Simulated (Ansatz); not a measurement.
**Geometry relaxation of InH3S2 (part 1 of 2)**

System: InH3S2.
Method: RKS PBE0-D4/def2-TZVP (Ansatz 0.2.0).

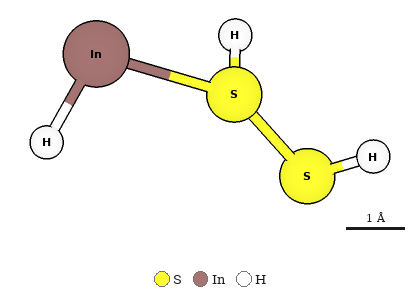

Figure 1. The input geometry (ball-and-stick view, seen at a tilt). Sticks mark near contacts. Bond lengths as drawn: H–In 1.85 Å, H–S 1.37 Å, In–S 2.76 Å and S–S 2.20 Å.

### Input file
```yaml
crystal:
  periodic: [false, false, false]
  atoms:
    - {symbol: S, position_ang: [-0.984128, -1.887336, -0.913835]}
    - {symbol: In, position_ang: [0.546888, 2.047019, 1.391953]}
    - {symbol: S, position_ang: [0.164540, -0.127291, -0.268145]}
    - {symbol: H, position_ang: [0.114603, -2.629161, -1.245267]}
    - {symbol: H, position_ang: [0.104401, 0.594017, -1.425712]}
    - {symbol: H, position_ang: [-0.255852, 1.695133, 3.019497]}
basis:
  gaussian: {orbitals: def2-TZVP}
hamiltonian: {xc: pbe0, dispersion: d4}
relax: {f_tol: 0.005, max_steps: 200}
```

Machine: 2 threads of AMD EPYC, 23 GiB of memory available, shared host.

Launch command:
```bash
ansatz run in.yaml --threads 2 --pin off --events-out ev --progress --plain --max-ram 4352MiB
```

### The program's output
```
Functional definition: PBE0
  name "PBE0"
  cite "Adamo & Barone, J. Chem. Phys. 110, 6158 (1999) doi:10.1063/1.478522"
  cite "Perdew, Burke & Ernzerhof, Phys. Rev. Lett. 77, 3865 (1996) doi:10.1103/PhysRevLett.77.3865"
  parent pbe
  parameter a = 0.25
  parameter kappa = 0.804
  parameter beta = 0.06672455060314922
  exchange = (1 - a)*pbe_x(kappa = kappa, mu = beta*pi^2/3) + a*exact_x
  correlation = pbe_c(beta = beta)
1155 factors; their error is unknown
mean field evaluation 1: about -26885.0419 eV, gradient 1.6e1 eV
mean field evaluation 2: about -26885.0739 eV, gradient 1.8e1 eV
mean field evaluation 4: about -26886.0169 eV, gradient 1.3e0 eV
mean field evaluation 8: about -26886.1199 eV, gradient 7.5e-2 eV
mean field evaluation 16: about -26886.1199 eV, gradient 4.4e-5 eV
mean field -26886.11994929 eV, -988.0466840697 hartree, gradient 4.4e-5 eV, S^2 0.000000; 0 other end points of the search recorded, 0 dependent functions left out
the calculation of the forces begins
reference -26886.11998850 eV, -988.0466855108 hartree; 28, 28 occupied and 114, 114 virtual orbitals, 1155 factors
relax step   1: F+E_penalty+E_count = -26886.24596398 eV  Δ(F+E_penalty+E_count) = +0.000e0 eV  max|allowed force component| = 9.670e-1 eV/Å  Δτ_max = 0.0000 Å  (27 SCF iters, accepted)
these checks for a lower state are left out or cut short: starts, cluster_reference, orbital_swaps, neighbouring_geometries, increment
1155 factors; their error is unknown
mean field -26886.17492487 eV, -988.0487043852 hartree, gradient 1.5e-5 eV, S^2 0.000000; 0 other end points of the search recorded, 0 dependent functions left out
[... from here on the field's lines of each further geometry are left out, up to the last ...]
relax step   2: F+E_penalty+E_count = -26886.30195507 eV  Δ(F+E_penalty+E_count) = -5.599e-2 eV  max|allowed force component| = 5.060e-1 eV/Å  Δτ_max = 0.0873 Å  (31 SCF iters, accepted)
relax step   3: F+E_penalty+E_count = -26886.32411755 eV  Δ(F+E_penalty+E_count) = -2.216e-2 eV  max|allowed force component| = 1.620e-1 eV/Å  Δτ_max = 0.0396 Å  (31 SCF iters, accepted)
relax step   4: F+E_penalty+E_count = -26886.32814936 eV  Δ(F+E_penalty+E_count) = -4.032e-3 eV  max|allowed force component| = 1.319e-1 eV/Å  Δτ_max = 0.0954 Å  (31 SCF iters, accepted)
relax step   5: F+E_penalty+E_count = -26886.33669338 eV  Δ(F+E_penalty+E_count) = -8.544e-3 eV  max|allowed force component| = 9.391e-2 eV/Å  Δτ_max = 0.1031 Å  (31 SCF iters, accepted)
relax step   6: F+E_penalty+E_count = -26886.33971552 eV  Δ(F+E_penalty+E_count) = -3.022e-3 eV  max|allowed force component| = 6.460e-2 eV/Å  Δτ_max = 0.0471 Å  (31 SCF iters, accepted)
relax step   7: F+E_penalty+E_count = -26886.34115662 eV  Δ(F+E_penalty+E_count) = -1.441e-3 eV  max|allowed force component| = 1.502e-1 eV/Å  Δτ_max = 0.1171 Å  (30 SCF iters, accepted)
relax step   8: F+E_penalty+E_count = -26886.34310323 eV  Δ(F+E_penalty+E_count) = -1.947e-3 eV  max|allowed force component| = 8.578e-2 eV/Å  Δτ_max = 0.0363 Å  (30 SCF iters, accepted)
relax step   9: F+E_penalty+E_count = -26886.34533915 eV  Δ(F+E_penalty+E_count) = -2.236e-3 eV  max|allowed force component| = 4.628e-2 eV/Å  Δτ_max = 0.0887 Å  (30 SCF iters, accepted)
relax step  10: F+E_penalty+E_count = -26886.34735515 eV  Δ(F+E_penalty+E_count) = -2.016e-3 eV  max|allowed force component| = 2.126e-1 eV/Å  Δτ_max = 0.1959 Å  (30 SCF iters, accepted)
relax step  11: F+E_penalty+E_count = -26886.34979218 eV  Δ(F+E_penalty+E_count) = -2.437e-3 eV  max|allowed force component| = 1.279e-1 eV/Å  Δτ_max = 0.0316 Å  (31 SCF iters, accepted)
relax step  12: F+E_penalty+E_count = -26886.35294213 eV  Δ(F+E_penalty+E_count) = -3.150e-3 eV  max|allowed force component| = 1.092e-1 eV/Å  Δτ_max = 0.1075 Å  (30 SCF iters, accepted)
relax step  13: F+E_penalty+E_count = -26886.34536216 eV  Δ(F+E_penalty+E_count) = +7.580e-3 eV  max|allowed force component| = 5.565e-1 eV/Å  Δτ_max = 0.1953 Å  (34 SCF iters, rejected (line search))
relax step  14: F+E_penalty+E_count = -26886.35522878 eV  Δ(F+E_penalty+E_count) = -2.287e-3 eV  max|allowed force component| = 7.843e-2 eV/Å  Δτ_max = 0.0914 Å  (30 SCF iters, accepted)
relax step  15: F+E_penalty+E_count = -26886.35776553 eV  Δ(F+E_penalty+E_count) = -2.537e-3 eV  max|allowed force component| = 1.826e-1 eV/Å  Δτ_max = 0.0965 Å  (29 SCF iters, accepted)
relax step  16: F+E_penalty+E_count = -26886.35900204 eV  Δ(F+E_penalty+E_count) = -1.237e-3 eV  max|allowed force component| = 2.047e-1 eV/Å  Δτ_max = 0.0658 Å  (29 SCF iters, accepted)
relax step  17: F+E_penalty+E_count = -26886.36223692 eV  Δ(F+E_penalty+E_count) = -3.235e-3 eV  max|allowed force component| = 1.077e-1 eV/Å  Δτ_max = 0.0295 Å  (29 SCF iters, accepted)
relax step  18: F+E_penalty+E_count = -26886.36559167 eV  Δ(F+E_penalty+E_count) = -3.355e-3 eV  max|allowed force component| = 3.997e-2 eV/Å  Δτ_max = 0.0674 Å  (30 SCF iters, accepted)
relax step  19: F+E_penalty+E_count = -26886.36742214 eV  Δ(F+E_penalty+E_count) = -1.830e-3 eV  max|allowed force component| = 1.822e-2 eV/Å  Δτ_max = 0.0510 Å  (30 SCF iters, accepted)
relax step  20: F+E_penalty+E_count = -26886.36843255 eV  Δ(F+E_penalty+E_count) = -1.010e-3 eV  max|allowed force component| = 2.266e-1 eV/Å  Δτ_max = 0.1979 Å  (30 SCF iters, accepted)
relax step  21: F+E_penalty+E_count = -26886.36869131 eV  Δ(F+E_penalty+E_count) = -2.588e-4 eV  max|allowed force component| = 6.052e-2 eV/Å  Δτ_max = 0.0509 Å  (28 SCF iters, accepted)
relax step  22: F+E_penalty+E_count = -26886.37119138 eV  Δ(F+E_penalty+E_count) = -2.500e-3 eV  max|allowed force component| = 2.440e-2 eV/Å  Δτ_max = 0.0650 Å  (31 SCF iters, accepted)
relax step  23: F+E_penalty+E_count = -26886.37173686 eV  Δ(F+E_penalty+E_count) = -5.455e-4 eV  max|allowed force component| = 1.315e-2 eV/Å  Δτ_max = 0.0439 Å  (30 SCF iters, accepted)
relax step  24: F+E_penalty+E_count = -26886.37194094 eV  Δ(F+E_penalty+E_count) = -2.041e-4 eV  max|allowed force component| = 3.616e-2 eV/Å  Δτ_max = 0.0358 Å  (31 SCF iters, accepted)
relax step  25: F+E_penalty+E_count = -26886.37202048 eV  Δ(F+E_penalty+E_count) = -7.954e-5 eV  max|allowed force component| = 1.193e-2 eV/Å  Δτ_max = 0.0109 Å  (31 SCF iters, accepted)
relax step  26: F+E_penalty+E_count = -26886.37205992 eV  Δ(F+E_penalty+E_count) = -3.944e-5 eV  max|allowed force component| = 8.550e-3 eV/Å  Δτ_max = 0.0071 Å  (31 SCF iters, accepted)
relax step  27: F+E_penalty+E_count = -26886.37208055 eV  Δ(F+E_penalty+E_count) = -2.062e-5 eV  max|allowed force component| = 2.388e-3 eV/Å  Δτ_max = 0.0038 Å  (32 SCF iters, accepted)
the calculation of the forces begins
reference -26886.21639393 eV, -988.0502283448 hartree; 28, 28 occupied and 114, 114 virtual orbitals, 1155 factors
relax step  28: F+E_penalty+E_count = -26886.37208696 eV  Δ(F+E_penalty+E_count) = -6.413e-6 eV  max|allowed force component| = 1.914e-3 eV/Å  Δτ_max = 0.0055 Å  (31 SCF iters, accepted)
```

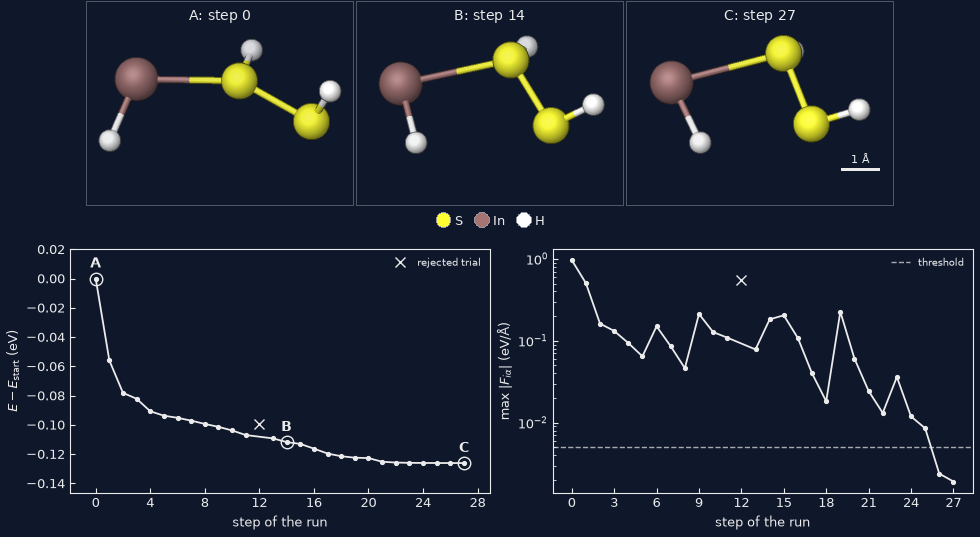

Figure 2. Frames of the relaxation (ball-and-stick view, seen at a tilt) above the curves, on which the letters mark them (the first geometry is step 0 here and step 1 in the log).

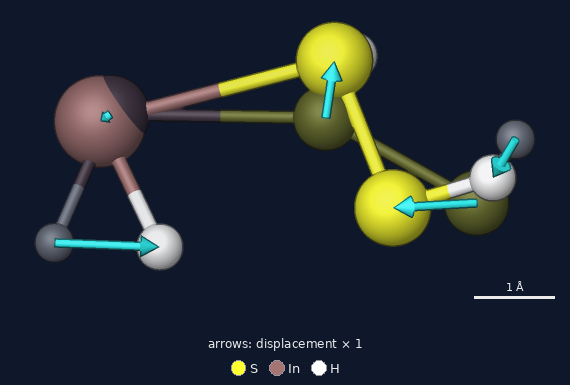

Figure 3. Start (faint) and end (solid) with the displacements as teal arrows, at true length (ball-and-stick view, seen at a tilt). The two geometries are laid on each other by the best rigid fit. The atom that moves furthest after the best rigid fit is H6 (1.34 Å). Largest moves by element: H 1.34 Å, S 1.12 Å, In 0.16 Å. Distances before and after: In2–S3 2.762 → 3.120 Å, S1–S3 2.199 → 2.048 Å, S1–H4 1.367 → 1.351 Å, In2–H6 1.849 → 1.857 Å. Among the angles that change: S1–S3–In2 151.5° → 98.9°, S3–In2–H6 108.6° → 76.4°, In2–S3–H5 95.7° → 90.2°. The energy falls by 0.126 eV in 27 geometry steps. Largest force component: 0.97 eV/Å at the start, 0.0019 eV/Å at the end. The line search rejected the trial step at point 12 (counted from 0) and went back. (Atoms are counted from 1 in the order of the input.)

```
1155 factors; their error is unknown
mean field -26886.21635953 eV, -988.0502270808 hartree, gradient 2.6e-5 eV, S^2 0.000000; 1 other end points of the search recorded, 0 dependent functions left out
the calculation of the forces begins
reference -26886.21639393 eV, -988.0502283448 hartree; 28, 28 occupied and 114, 114 virtual orbitals, 1155 factors
Total energy: -26886.37212135 eV, -988.0559512221 hartree
Atom 0 at    -0.583901    -1.412959     0.028755 Å, force    -0.001639    -0.000646     0.001914 eV/Å
Atom 1 at     0.454249     2.144876     1.502327 Å, force     0.000050    -0.000927     0.000106 eV/Å
Atom 2 at     0.793552    -0.068442    -0.669942 Å, force     0.000885     0.001589    -0.000337 eV/Å
Atom 3 at    -0.384502    -2.360278    -0.913534 Å, force     0.000578    -0.000454    -0.000878 eV/Å
Atom 4 at     0.015187     0.636759    -1.515906 Å, force     0.000015    -0.000058    -0.000590 eV/Å
Atom 5 at    -0.604133     0.752425     2.126791 Å, force     0.000111     0.000495    -0.000215 eV/Å
Dipole moment:    -0.004581    -0.153206    -0.429487 e Å
```

### Trajectory as extended XYZ (Å, eV, eV/Å), 28 frames, from step=1 to step=28
```
6
Properties=species:S:1:pos:R:3:forces:R:3 step=1 energy=-26886.24596
S    -0.9841   -1.8873   -0.9138    0.9670   0.4907   0.1168
In    0.5469    2.0470    1.3920   -0.0829  -0.0005   0.1930
S     0.1645   -0.1273   -0.2681   -0.5436  -0.4700  -0.6986
H     0.1146   -2.6292   -1.2453   -0.4499   0.3016   0.1241
H     0.1044    0.5940   -1.4257    0.0091  -0.3423   0.4858
H    -0.2559    1.6951    3.0195    0.1004   0.0205  -0.2211
6
Properties=species:S:1:pos:R:3:forces:R:3 step=2 energy=-26886.30195
S    -0.9673   -1.8495   -0.8950    0.4466   0.2642   0.1497
In    0.5513    2.0639    1.3867    0.0853   0.1062  -0.1264
S     0.1476   -0.1440   -0.2280   -0.3280  -0.3369  -0.5060
H     0.1140   -2.5770   -1.2584   -0.1842   0.0980   0.0573
H     0.0991    0.5446   -1.3891    0.0620  -0.0766   0.2544
H    -0.2543    1.6543    2.9423   -0.0816  -0.0550   0.1709
6
Properties=species:S:1:pos:R:3:forces:R:3 step=3 energy=-26886.32412
S    -0.9556   -1.8392   -0.8917   -0.0076   0.0777   0.0257
In    0.5421    2.0856    1.3767    0.0774   0.0965  -0.0929
S     0.1257   -0.1711   -0.2468   -0.0029  -0.0347   0.0015
H     0.1069   -2.5810   -1.2470    0.0248  -0.0340  -0.0191
H     0.1167    0.5635   -1.3691   -0.0141  -0.0521  -0.0774
H    -0.2453    1.6345    2.9366   -0.0776  -0.0534   0.1620
6
Properties=species:S:1:pos:R:3:forces:R:3 step=4 energy=-26886.32815
S    -0.9503   -1.8023   -0.8162   -0.0695   0.0541   0.0236
In    0.4841    2.1136    1.3687    0.1030   0.1319  -0.0461
S     0.2167   -0.1648   -0.2749   -0.0153  -0.0538   0.0617
H     0.0531   -2.5795   -1.2503    0.0793  -0.0740  -0.0380
H     0.1378    0.5527   -1.4039   -0.0269   0.0090  -0.0865
H    -0.2509    1.5726    2.9351   -0.0706  -0.0672   0.0852
6
Properties=species:S:1:pos:R:3:forces:R:3 step=5 energy=-26886.33669
S    -0.9430   -1.7720   -0.7357    0.0708   0.0261   0.0067
In    0.4693    2.1986    1.3894   -0.0025  -0.0038   0.0856
S     0.2866   -0.1548   -0.3032   -0.0546  -0.0939  -0.0264
H     0.0046   -2.5802   -1.2513   -0.0198   0.0328   0.0327
H     0.1489    0.5255   -1.4527   -0.0101   0.0256  -0.0147
H    -0.2759    1.4753    2.9120    0.0162   0.0133  -0.0839
6
Properties=species:S:1:pos:R:3:forces:R:3 step=6 energy=-26886.33972
S    -0.9393   -1.7602   -0.7165    0.0257  -0.0489  -0.0101
In    0.4982    2.2083    1.4147   -0.0189  -0.0136   0.0523
S     0.2884   -0.1435   -0.3254    0.0076  -0.0126   0.0158
H     0.0078   -2.5755   -1.2221   -0.0369   0.0231   0.0263
H     0.1337    0.5223   -1.4811    0.0012   0.0416  -0.0197
H    -0.2984    1.4410    2.8888    0.0212   0.0103  -0.0646
```
